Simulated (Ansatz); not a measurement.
CHCl$_{2}$F$_{2}$Si (SMILES F[CH+][Si](F)(Cl)Cl) (charge +1)

```
atom    x (Å)    y (Å)    z (Å)
   C  -1.8841   1.5566  -2.0205
  Cl  -1.5570   1.1123   0.8038
  Cl  -4.0671  -0.4859  -0.9230
   F  -0.8704   1.6133  -2.7716
   F  -1.1221  -1.0501  -1.2610
  Si  -2.1520   0.0578  -0.8119
   H  -2.4930   2.4716  -2.0635
```

Geometry: B3LYP/6-31G*.

These are results of isolated molecule in a Gaussian basis; Kohn-Sham density functional theory, functional PBE0 (Ansatz 0.2.0), not measurements.

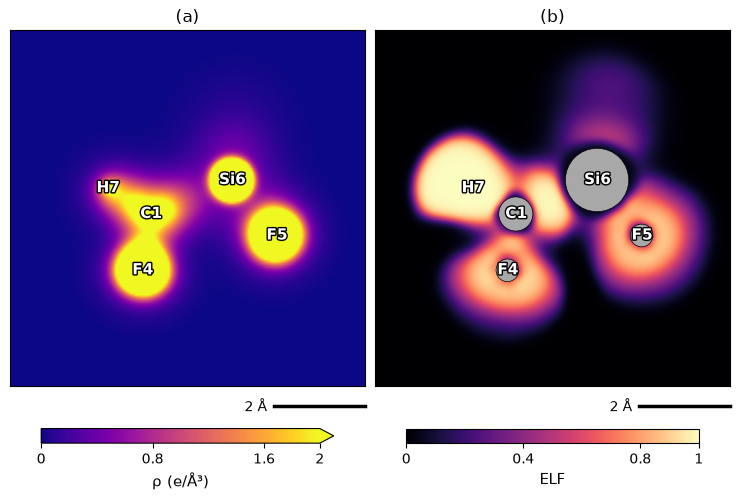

Figure 1. (a) total electron density; (b) ELF on the plane of atoms Si6, C1 and H7. Grey discs cover the atomic cores in the ELF map.

**Describe what can be read from this map.**

Atoms in the plane: C, F, Si and H.
C–F (1.26 Å): ρ is about 2.9 e/Å³ halfway; the ELF peaks at about 0.85 between the atoms: a polar covalent bond.
Si–F (1.58 Å): ρ at the midpoint is about 1.1 e/Å³; the ELF peaks at about 0.85 in the valence shell of F, 0.6 Å from its nucleus, and is about 0.45 at the midpoint.
C–Si (1.94 Å): ρ at the midpoint is about 0.89 e/Å³; the ELF peaks at about 1 between the atoms, as expected for a covalent bond.
C–H (1.10 Å): ρ at the midpoint is about 2.2 e/Å³; the ELF climbs to about 1 towards the hydrogen, as it does in any bond to H: an ordinary covalent bond to hydrogen.
The ELF also peaks beside F4 and F5, away from the bonds: lone-pair regions.

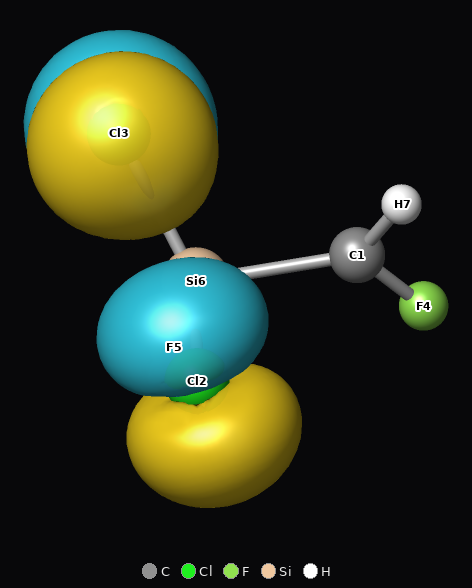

Figure 2. The HOMO at ±0.1 Å⁻³ᐟ² (yellow and cyan are the two phases), seen at an oblique angle.

**What is the character of this orbital?**

Its weight (Hirshfeld) is mainly on Cl3 (about 55 %) and Cl2 (about 35 %); largely a combination of lone pairs on Cl3 and Cl2. Its energy is −15.03 eV.

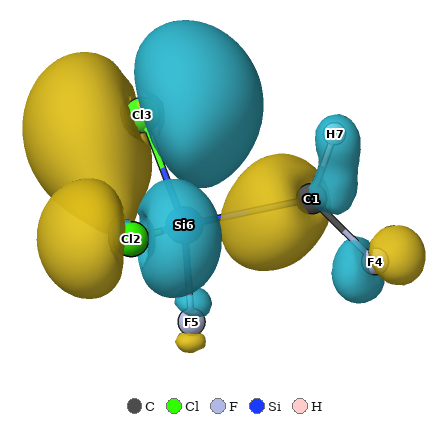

Figure 3. The HOMO−1 at ±0.1 Å⁻³ᐟ² (yellow and cyan are the two phases), seen at a tilt.

**Where does this orbital lie, and at what energy?**

It lies mainly on Cl3 (about 65 %), Cl2 (about 15 %) and C1 (about 10 %). Its energy is −15.29 eV.
